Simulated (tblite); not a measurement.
# C5H7N2Si: geometry relaxation (part 2 of 2)

The same run, continued: C5H7N2Si, multiplicity 2, SMILES [SiH3][CH]c1cncnc1; GFN2-xTB geometry optimisation, gas phase (tblite 0.8.0). It belongs to a series of runs on one base structure; here: H removed from sp3 C.

Geometry of the input (Å):
```
Si -2.6371  -0.1938  -0.2895
C  -1.1251  -0.5717  0.5957
C  0.2390  -0.1463  0.2553
C  0.6027  0.5522  -0.9001
N  1.8679  0.9231  -1.1719
C  2.7926  0.5917  -0.2750
N  2.5767  -0.0687  0.8655
C  1.2977  -0.4178  1.1031
H  -3.0422  1.2065  -0.0170
H  -2.4364  -0.3515  -1.7431
H  -3.7311  -1.1046  0.1501
H  -1.2533  -1.1766  1.5019
H  -0.1180  0.8305  -1.6464
H  3.8241  0.8862  -0.4846
H  1.1380  -0.9513  2.0342
```

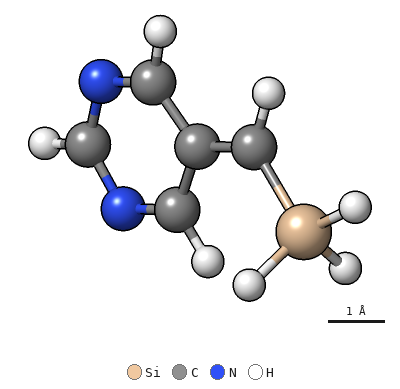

**Figure 1.** The geometry at step 62 of the log (ball-and-stick view, seen at a tilt).

**Trajectory as extended XYZ, continued**
```
15
Properties=species:S:1:pos:R:3:forces:R:3 step=36 energy=-592.56616
Si   -2.6258   -0.1502   -0.3385   -0.0250   0.0050  -0.0170
C    -1.0730   -0.5938    0.6003   -0.0200  -0.0150  -0.0020
C     0.2186   -0.1806    0.3003   -0.0240   0.0050  -0.0060
C     0.5672    0.5471   -0.8707    0.0050   0.0150  -0.0150
N     1.7873    0.9444   -1.1306   -0.0010   0.0170  -0.0130
C     2.7414    0.5980   -0.2757   -0.0060  -0.0020  -0.0020
N     2.5589   -0.0879    0.8443    0.0190  -0.0010   0.0090
C     1.3344   -0.4436    1.1450    0.0240  -0.0070   0.0000
H    -2.9798    1.2538   -0.1035    0.0210   0.0020  -0.0010
H    -2.4325   -0.3585   -1.7774   -0.0090  -0.0100   0.0040
H    -3.6929   -1.0240    0.1479    0.0100   0.0020   0.0120
H    -1.1679   -1.2357    1.4668    0.0050  -0.0080   0.0170
H    -0.1867    0.7790   -1.6111   -0.0030   0.0060  -0.0160
H     3.7503    0.9021   -0.5158    0.0020  -0.0070   0.0230
H     1.1960   -0.9421    2.0968    0.0010  -0.0010   0.0070
15
Properties=species:S:1:pos:R:3:forces:R:3 step=39 energy=-592.56656
Si   -2.6266   -0.1513   -0.3387    0.0200  -0.0050   0.0050
C    -1.0740   -0.6020    0.6002    0.0070   0.0070  -0.0010
C     0.2164   -0.1830    0.2997   -0.0060   0.0020  -0.0060
C     0.5650    0.5481   -0.8699   -0.0090   0.0060  -0.0100
N     1.7842    0.9491   -1.1287   -0.0060   0.0000   0.0010
C     2.7390    0.6000   -0.2757    0.0020   0.0020   0.0010
N     2.5584   -0.0881    0.8431   -0.0070   0.0040   0.0040
C     1.3340   -0.4438    1.1439   -0.0010  -0.0090   0.0020
H    -2.9621    1.2583   -0.1097    0.0090  -0.0030   0.0010
H    -2.4311   -0.3650   -1.7765   -0.0150  -0.0140   0.0020
H    -3.6998   -1.0156    0.1506    0.0080   0.0060   0.0120
H    -1.1626   -1.2433    1.4690   -0.0140   0.0050  -0.0180
H    -0.1877    0.7801   -1.6112   -0.0130   0.0060  -0.0150
H     3.7476    0.9045   -0.5149    0.0170   0.0000   0.0130
H     1.1950   -0.9400    2.0968    0.0060  -0.0080   0.0090
15
Properties=species:S:1:pos:R:3:forces:R:3 step=42 energy=-592.56684
Si   -2.6246   -0.1520   -0.3387    0.0010   0.0040   0.0030
C    -1.0741   -0.6066    0.5998    0.0130   0.0130  -0.0070
C     0.2147   -0.1844    0.2991    0.0330  -0.0020   0.0020
C     0.5618    0.5496   -0.8703    0.0040  -0.0080   0.0110
N     1.7812    0.9522   -1.1274    0.0110  -0.0060   0.0030
C     2.7374    0.6019   -0.2758   -0.0040   0.0050   0.0080
N     2.5573   -0.0873    0.8428   -0.0110   0.0010  -0.0080
C     1.3336   -0.4453    1.1436   -0.0200   0.0090  -0.0050
H    -2.9477    1.2613   -0.1144    0.0030  -0.0040   0.0000
H    -2.4321   -0.3722   -1.7755   -0.0150  -0.0150  -0.0060
H    -3.7027   -1.0080    0.1545    0.0070   0.0080   0.0130
H    -1.1624   -1.2492    1.4672   -0.0110  -0.0020  -0.0110
H    -0.1908    0.7815   -1.6130    0.0090  -0.0010   0.0130
H     3.7476    0.9062   -0.5123   -0.0190   0.0000   0.0030
H     1.1964   -0.9399    2.0984   -0.0010  -0.0010  -0.0190
15
Properties=species:S:1:pos:R:3:forces:R:3 step=45 energy=-592.56718
Si   -2.6209   -0.1523   -0.3387   -0.0170   0.0050  -0.0180
C    -1.0724   -0.6111    0.5987   -0.0170  -0.0030  -0.0070
C     0.2152   -0.1868    0.2982   -0.0220   0.0010  -0.0020
C     0.5592    0.5506   -0.8695    0.0240  -0.0020  -0.0020
N     1.7778    0.9561   -1.1254    0.0050   0.0060  -0.0110
C     2.7344    0.6053   -0.2747   -0.0020  -0.0030   0.0030
N     2.5547   -0.0865    0.8417    0.0220   0.0020   0.0180
C     1.3318   -0.4458    1.1431    0.0270   0.0010   0.0060
H    -2.9281    1.2652   -0.1217   -0.0060   0.0030  -0.0030
H    -2.4365   -0.3840   -1.7753   -0.0130  -0.0130   0.0020
H    -3.7046   -0.9963    0.1622    0.0040   0.0080   0.0150
H    -1.1635   -1.2576    1.4627    0.0070  -0.0010  -0.0080
H    -0.1939    0.7824   -1.6123    0.0140  -0.0050   0.0220
H     3.7449    0.9089   -0.5087   -0.0100   0.0120  -0.0120
H     1.1977   -0.9400    2.0978   -0.0160  -0.0120  -0.0050
15
Properties=species:S:1:pos:R:3:forces:R:3 step=48 energy=-592.56775
Si   -2.6177   -0.1517   -0.3416   -0.0060   0.0010  -0.0010
C    -1.0719   -0.6194    0.5947   -0.0010  -0.0150  -0.0100
C     0.2152   -0.1913    0.2975   -0.0110   0.0040   0.0090
C     0.5575    0.5510   -0.8673   -0.0090   0.0060   0.0030
N     1.7735    0.9631   -1.1229    0.0010  -0.0130   0.0130
C     2.7293    0.6111   -0.2721    0.0290   0.0000  -0.0020
N     2.5536   -0.0836    0.8427    0.0040   0.0110   0.0110
C     1.3318   -0.4467    1.1431    0.0080  -0.0200   0.0040
H    -2.8941    1.2728   -0.1355   -0.0220   0.0200  -0.0140
H    -2.4458   -0.4084   -1.7747   -0.0110  -0.0070  -0.0130
H    -3.7088   -0.9721    0.1784   -0.0160   0.0000   0.0200
H    -1.1641   -1.2739    1.4523    0.0130   0.0030  -0.0030
H    -0.1974    0.7831   -1.6065   -0.0110   0.0020  -0.0130
H     3.7376    0.9169   -0.5060    0.0430   0.0270  -0.0190
H     1.1971   -0.9430    2.0960   -0.0110  -0.0190   0.0160
15
Properties=species:S:1:pos:R:3:forces:R:3 step=51 energy=-592.56855
Si   -2.6169   -0.1506   -0.3462   -0.0010  -0.0020   0.0210
C    -1.0718   -0.6295    0.5859    0.0210  -0.0070  -0.0050
C     0.2147   -0.1951    0.2965    0.0430  -0.0040   0.0030
C     0.5564    0.5526   -0.8650   -0.0170   0.0070   0.0150
N     1.7713    0.9692   -1.1182    0.0150  -0.0190   0.0140
C     2.7285    0.6182   -0.2677    0.0120   0.0090   0.0100
N     2.5532   -0.0788    0.8468   -0.0140  -0.0010  -0.0130
C     1.3325   -0.4505    1.1431   -0.0290   0.0020  -0.0100
H    -2.8586    1.2831   -0.1537   -0.0300   0.0010  -0.0340
H    -2.4655   -0.4410   -1.7759   -0.0120   0.0090   0.0010
H    -3.7127   -0.9441    0.2058   -0.0210   0.0100   0.0080
H    -1.1634   -1.2901    1.4381    0.0030  -0.0120   0.0120
H    -0.2006    0.7854   -1.6020   -0.0010   0.0040  -0.0190
H     3.7356    0.9309   -0.5032    0.0060   0.0030   0.0100
H     1.1927   -0.9517    2.0939    0.0240   0.0000  -0.0110
15
Properties=species:S:1:pos:R:3:forces:R:3 step=53 energy=-592.56892
Si   -2.6181   -0.1509   -0.3461   -0.0010  -0.0050   0.0110
C    -1.0706   -0.6306    0.5829   -0.0010  -0.0040   0.0070
C     0.2160   -0.1949    0.2955   -0.0070  -0.0050  -0.0110
C     0.5573    0.5542   -0.8648    0.0140   0.0020  -0.0070
N     1.7736    0.9684   -1.1166    0.0030   0.0100  -0.0100
C     2.7308    0.6194   -0.2655   -0.0150   0.0010   0.0060
N     2.5529   -0.0785    0.8482    0.0110  -0.0060   0.0030
C     1.3319   -0.4517    1.1422    0.0120   0.0100  -0.0030
H    -2.8587    1.2844   -0.1584   -0.0240  -0.0150  -0.0340
H    -2.4742   -0.4461   -1.7769   -0.0100   0.0130   0.0250
H    -3.7130   -0.9414    0.2141   -0.0100   0.0180   0.0000
H    -1.1625   -1.2901    1.4364    0.0030  -0.0100   0.0000
H    -0.1992    0.7867   -1.6036    0.0190   0.0010   0.0010
H     3.7382    0.9341   -0.5012   -0.0200  -0.0110   0.0250
H     1.1912   -0.9550    2.0918    0.0270   0.0010  -0.0120
15
Properties=species:S:1:pos:R:3:forces:R:3 step=56 energy=-592.57011
Si   -2.6190   -0.1523   -0.3437   -0.0140  -0.0020  -0.0080
C    -1.0666   -0.6428    0.5736   -0.0330   0.0150   0.0220
C     0.2191   -0.1994    0.2910   -0.0760   0.0060  -0.0090
C     0.5588    0.5587   -0.8633    0.0420  -0.0260  -0.0390
N     1.7762    0.9732   -1.1111   -0.0260   0.0550  -0.0210
C     2.7315    0.6278   -0.2568   -0.0190  -0.0110  -0.0210
N     2.5529   -0.0756    0.8524    0.0190   0.0030   0.0150
C     1.3321   -0.4548    1.1393    0.0610  -0.0170   0.0110
H    -2.8405    1.2911   -0.1932   -0.0060  -0.0270  -0.0140
H    -2.5051   -0.4743   -1.7725    0.0040   0.0020   0.0410
H    -3.7229   -0.9089    0.2477    0.0130   0.0220  -0.0060
H    -1.1580   -1.3072    1.4243    0.0110   0.0000  -0.0240
H    -0.1956    0.7911   -1.6048    0.0240  -0.0020   0.0150
H     3.7374    0.9476   -0.4889    0.0020  -0.0060   0.0210
H     1.1953   -0.9662    2.0840   -0.0020  -0.0130   0.0170
15
Properties=species:S:1:pos:R:3:forces:R:3 step=59 energy=-592.57152
Si   -2.6175   -0.1527   -0.3437   -0.0250   0.0120   0.0030
C    -1.0641   -0.6656    0.5592    0.0000   0.0240   0.0120
C     0.2195   -0.2106    0.2862    0.0230   0.0010   0.0070
C     0.5586    0.5607   -0.8606   -0.0030  -0.0040   0.0080
N     1.7713    0.9922   -1.1002    0.0010   0.0090   0.0100
C     2.7265    0.6455   -0.2461    0.0080   0.0150  -0.0020
N     2.5523   -0.0673    0.8581   -0.0200  -0.0110  -0.0290
C     1.3351   -0.4632    1.1366   -0.0180  -0.0240  -0.0120
H    -2.7791    1.3032   -0.2596   -0.0060  -0.0120   0.0010
H    -2.5535   -0.5372   -1.7586    0.0160  -0.0160   0.0130
H    -3.7381   -0.8320    0.3066    0.0150   0.0120  -0.0060
H    -1.1519   -1.3508    1.3929    0.0030  -0.0050  -0.0050
H    -0.1964    0.7965   -1.5995    0.0040  -0.0100  -0.0110
H     3.7308    0.9751   -0.4691    0.0130   0.0090   0.0030
H     1.2021   -0.9858    2.0761   -0.0130   0.0010   0.0070
15
Properties=species:S:1:pos:R:3:forces:R:3 step=62 energy=-592.57183
Si   -2.6174   -0.1524   -0.3435   -0.0020   0.0110   0.0050
C    -1.0636   -0.6703    0.5562   -0.0010   0.0120   0.0050
C     0.2200   -0.2140    0.2847    0.0040  -0.0010  -0.0030
C     0.5583    0.5611   -0.8597   -0.0050   0.0150   0.0100
N     1.7693    0.9992   -1.0963    0.0050  -0.0010   0.0060
C     2.7252    0.6516   -0.2434    0.0020   0.0070   0.0090
N     2.5507   -0.0661    0.8576    0.0000  -0.0230  -0.0140
C     1.3350   -0.4672    1.1350   -0.0080  -0.0080  -0.0110
H    -2.7594    1.3055   -0.2780   -0.0110   0.0040   0.0010
H    -2.5660   -0.5571   -1.7532    0.0160  -0.0170   0.0080
H    -3.7414   -0.8084    0.3226    0.0030   0.0020   0.0010
H    -1.1496   -1.3636    1.3833   -0.0010  -0.0010  -0.0020
H    -0.1969    0.7971   -1.5984    0.0050  -0.0150  -0.0110
H     3.7298    0.9835   -0.4632   -0.0030   0.0090   0.0020
H     1.2017   -0.9909    2.0742   -0.0040   0.0050  -0.0050
15
Properties=species:S:1:pos:R:3:forces:R:3 step=65 energy=-592.57240
Si   -2.6207   -0.1508   -0.3401    0.0180  -0.0030  -0.0040
C    -1.0636   -0.6693    0.5540   -0.0030  -0.0090  -0.0020
C     0.2205   -0.2158    0.2806   -0.0370   0.0190   0.0010
C     0.5608    0.5655   -0.8591    0.0070  -0.0150  -0.0260
N     1.7716    1.0068   -1.0909   -0.0150   0.0230   0.0140
C     2.7264    0.6589   -0.2374   -0.0030  -0.0320  -0.0090
N     2.5500   -0.0719    0.8544    0.0220  -0.0090   0.0190
C     1.3343   -0.4747    1.1290    0.0260   0.0150   0.0080
H    -2.7541    1.3077   -0.2982   -0.0070   0.0200   0.0010
H    -2.5784   -0.5814   -1.7429    0.0120  -0.0110   0.0120
H    -3.7456   -0.7865    0.3430   -0.0020  -0.0050   0.0050
H    -1.1464   -1.3730    1.3733   -0.0040   0.0120  -0.0080
H    -0.1902    0.7954   -1.6039   -0.0040  -0.0030  -0.0050
H     3.7309    0.9947   -0.4521   -0.0090   0.0100   0.0060
H     1.2001   -0.9977    2.0684   -0.0010  -0.0130  -0.0130
15
Properties=species:S:1:pos:R:3:forces:R:3 step=67 energy=-592.57273
Si   -2.6228   -0.1489   -0.3386    0.0030   0.0000   0.0020
C    -1.0644   -0.6675    0.5520    0.0120  -0.0070  -0.0100
C     0.2197   -0.2149    0.2785    0.0180   0.0150   0.0100
C     0.5629    0.5672   -0.8601   -0.0080  -0.0180  -0.0100
N     1.7731    1.0123   -1.0867   -0.0040   0.0040   0.0160
C     2.7275    0.6613   -0.2340    0.0030  -0.0140  -0.0050
N     2.5515   -0.0765    0.8534    0.0010  -0.0020   0.0000
C     1.3353   -0.4786    1.1255   -0.0090   0.0180   0.0080
H    -2.7544    1.3103   -0.3099   -0.0010   0.0120  -0.0030
H    -2.5854   -0.5980   -1.7355    0.0080  -0.0040   0.0040
H    -3.7467   -0.7741    0.3568    0.0020  -0.0020   0.0000
H    -1.1461   -1.3771    1.3655   -0.0050   0.0060   0.0100
H    -0.1854    0.7938   -1.6082   -0.0120   0.0050  -0.0100
H     3.7310    1.0026   -0.4443   -0.0060   0.0060   0.0030
H     1.1999   -1.0038    2.0635   -0.0020  -0.0180  -0.0140
15
Properties=species:S:1:pos:R:3:forces:R:3 step=70 energy=-592.57289
Si   -2.6226   -0.1481   -0.3381   -0.0010   0.0040   0.0030
C    -1.0639   -0.6662    0.5521    0.0000   0.0000   0.0010
C     0.2198   -0.2124    0.2791    0.0030  -0.0020   0.0010
C     0.5627    0.5664   -0.8615   -0.0020   0.0030   0.0030
N     1.7732    1.0123   -1.0856    0.0000  -0.0050  -0.0090
C     2.7279    0.6591   -0.2345   -0.0040   0.0110   0.0020
N     2.5523   -0.0789    0.8529   -0.0030   0.0010  -0.0040
C     1.3351   -0.4771    1.1257   -0.0030  -0.0020   0.0020
H    -2.7595    1.3114   -0.3066    0.0030  -0.0030  -0.0060
H    -2.5810   -0.5977   -1.7347    0.0050   0.0010   0.0010
H    -3.7457   -0.7778    0.3546    0.0040   0.0000  -0.0010
H    -1.1467   -1.3737    1.3673    0.0000   0.0060   0.0080
H    -0.1854    0.7929   -1.6103    0.0010   0.0000   0.0000
H     3.7307    1.0028   -0.4440   -0.0010   0.0010   0.0000
H     1.1989   -1.0051    2.0617   -0.0020  -0.0140  -0.0020
15
Properties=species:S:1:pos:R:3:forces:R:3 step=73 energy=-592.57297
Si   -2.6227   -0.1476   -0.3371    0.0080  -0.0060  -0.0070
C    -1.0633   -0.6675    0.5511   -0.0070   0.0030   0.0080
C     0.2202   -0.2128    0.2784   -0.0200   0.0000  -0.0040
C     0.5626    0.5669   -0.8617    0.0030   0.0050  -0.0010
N     1.7728    1.0142   -1.0849   -0.0030   0.0000  -0.0040
C     2.7271    0.6619   -0.2329   -0.0040  -0.0050   0.0010
N     2.5517   -0.0795    0.8523    0.0020   0.0080   0.0130
C     1.3346   -0.4782    1.1253    0.0110  -0.0130  -0.0090
H    -2.7546    1.3121   -0.3144    0.0020   0.0020  -0.0020
H    -2.5841   -0.6045   -1.7316    0.0030   0.0010   0.0020
H    -3.7462   -0.7707    0.3605    0.0010   0.0000   0.0020
H    -1.1458   -1.3754    1.3663    0.0010   0.0090   0.0020
H    -0.1849    0.7931   -1.6115    0.0010  -0.0040   0.0050
H     3.7300    1.0064   -0.4408   -0.0040   0.0020   0.0000
H     1.1979   -1.0106    2.0591    0.0050  -0.0040  -0.0070
15
Properties=species:S:1:pos:R:3:forces:R:3 step=76 energy=-592.57311
Si   -2.6218   -0.1461   -0.3368   -0.0040  -0.0030  -0.0020
C    -1.0636   -0.6680    0.5508    0.0020   0.0110   0.0070
C     0.2195   -0.2130    0.2780    0.0150  -0.0020   0.0000
C     0.5620    0.5681   -0.8613   -0.0070  -0.0090   0.0010
N     1.7717    1.0166   -1.0844    0.0020  -0.0020   0.0180
C     2.7248    0.6665   -0.2302    0.0080  -0.0100   0.0020
N     2.5511   -0.0790    0.8528   -0.0040   0.0050   0.0060
C     1.3350   -0.4824    1.1233   -0.0090  -0.0060  -0.0140
H    -2.7470    1.3143   -0.3284    0.0020   0.0000   0.0010
H    -2.5869   -0.6163   -1.7262   -0.0010  -0.0020  -0.0120
H    -3.7449   -0.7588    0.3706   -0.0030   0.0020  -0.0010
H    -1.1457   -1.3765    1.3651   -0.0010   0.0010   0.0100
H    -0.1845    0.7917   -1.6123   -0.0100   0.0010  -0.0010
H     3.7272    1.0136   -0.4358   -0.0010   0.0070  -0.0010
H     1.1986   -1.0228    2.0528    0.0110   0.0050  -0.0130
15
Properties=species:S:1:pos:R:3:forces:R:3 step=79 energy=-592.57323
Si   -2.6206   -0.1456   -0.3371   -0.0040   0.0010  -0.0020
C    -1.0639   -0.6666    0.5535   -0.0020   0.0050   0.0050
C     0.2191   -0.2130    0.2781    0.0020  -0.0100  -0.0030
C     0.5604    0.5680   -0.8612    0.0010  -0.0080  -0.0030
N     1.7704    1.0161   -1.0838   -0.0020   0.0000   0.0000
C     2.7236    0.6672   -0.2294    0.0010   0.0070   0.0010
N     2.5504   -0.0781    0.8538    0.0070  -0.0100  -0.0100
C     1.3349   -0.4850    1.1210    0.0050   0.0050   0.0060
H    -2.7443    1.3153   -0.3320    0.0010  -0.0060   0.0000
H    -2.5827   -0.6187   -1.7257   -0.0030  -0.0010  -0.0080
H    -3.7442   -0.7565    0.3707   -0.0070   0.0020  -0.0020
H    -1.1456   -1.3732    1.3696   -0.0030   0.0060   0.0040
H    -0.1866    0.7904   -1.6123   -0.0010   0.0060   0.0020
H     3.7250    1.0170   -0.4350    0.0030   0.0060   0.0030
H     1.1997   -1.0292    2.0479    0.0040  -0.0030   0.0050
15
Properties=species:S:1:pos:R:3:forces:R:3 step=81 energy=-592.57329
Si   -2.6208   -0.1457   -0.3369    0.0070  -0.0050  -0.0070
C    -1.0643   -0.6650    0.5556   -0.0030  -0.0040  -0.0010
C     0.2192   -0.2140    0.2776   -0.0150  -0.0030   0.0010
C     0.5599    0.5671   -0.8616    0.0070   0.0000  -0.0020
N     1.7699    1.0165   -1.0829   -0.0030   0.0040  -0.0110
C     2.7234    0.6682   -0.2286   -0.0040   0.0050  -0.0040
N     2.5508   -0.0790    0.8533    0.0070  -0.0090  -0.0060
C     1.3351   -0.4863    1.1198    0.0140  -0.0030   0.0080
H    -2.7434    1.3149   -0.3349   -0.0010   0.0010   0.0020
H    -2.5815   -0.6200   -1.7255   -0.0040  -0.0010   0.0010
H    -3.7451   -0.7548    0.3710   -0.0080   0.0010  -0.0020
H    -1.1455   -1.3712    1.3725   -0.0040   0.0110   0.0000
H    -0.1871    0.7904   -1.6127    0.0050   0.0020   0.0070
H     3.7244    1.0195   -0.4339    0.0010   0.0050   0.0040
H     1.2006   -1.0326    2.0454    0.0010  -0.0040   0.0100
15
Properties=species:S:1:pos:R:3:forces:R:3 step=84 energy=-592.57339
Si   -2.6208   -0.1455   -0.3378    0.0030  -0.0060   0.0010
C    -1.0655   -0.6612    0.5593    0.0070  -0.0070  -0.0110
C     0.2190   -0.2150    0.2781    0.0100   0.0100   0.0080
C     0.5597    0.5652   -0.8620    0.0000   0.0040   0.0070
N     1.7690    1.0163   -1.0834    0.0030   0.0040   0.0010
C     2.7227    0.6698   -0.2285    0.0020  -0.0090  -0.0080
N     2.5523   -0.0818    0.8510   -0.0070   0.0030  -0.0020
C     1.3369   -0.4892    1.1186   -0.0060  -0.0130  -0.0070
H    -2.7461    1.3147   -0.3373   -0.0010   0.0050   0.0020
H    -2.5774   -0.6204   -1.7260   -0.0050  -0.0040   0.0010
H    -3.7458   -0.7552    0.3693   -0.0030   0.0010  -0.0060
H    -1.1477   -1.3639    1.3788   -0.0060   0.0070   0.0060
H    -0.1875    0.7897   -1.6125    0.0010  -0.0040   0.0040
H     3.7231    1.0241   -0.4319   -0.0030   0.0060   0.0020
H     1.2037   -1.0396    2.0423    0.0030   0.0040   0.0020
15
Properties=species:S:1:pos:R:3:forces:R:3 step=87 energy=-592.57348
Si   -2.6199   -0.1460   -0.3390   -0.0070   0.0060   0.0030
C    -1.0658   -0.6586    0.5618    0.0010  -0.0010  -0.0030
C     0.2193   -0.2143    0.2798    0.0060  -0.0010  -0.0020
C     0.5595    0.5641   -0.8617   -0.0020   0.0040   0.0040
N     1.7685    1.0148   -1.0850    0.0010   0.0000   0.0050
C     2.7224    0.6686   -0.2304    0.0020  -0.0030   0.0010
N     2.5530   -0.0836    0.8490    0.0010  -0.0010   0.0000
C     1.3379   -0.4916    1.1178   -0.0020   0.0020  -0.0020
H    -2.7513    1.3144   -0.3326    0.0020  -0.0070  -0.0010
H    -2.5711   -0.6164   -1.7287   -0.0030  -0.0020   0.0040
H    -3.7462   -0.7608    0.3621    0.0020   0.0010  -0.0070
H    -1.1502   -1.3545    1.3869   -0.0020   0.0020   0.0010
H    -0.1886    0.7886   -1.6111   -0.0030  -0.0020   0.0010
H     3.7220    1.0259   -0.4324   -0.0010   0.0000  -0.0010
H     1.2061   -1.0424    2.0416    0.0030   0.0020  -0.0020
```

**Summary**

| quantity | value |
| --- | --- |
| outcome | converged |
| total energy | −592.5735 eV |
| hardware | 1 CPU thread, shared host |
| peak memory | 0.18 GiB |
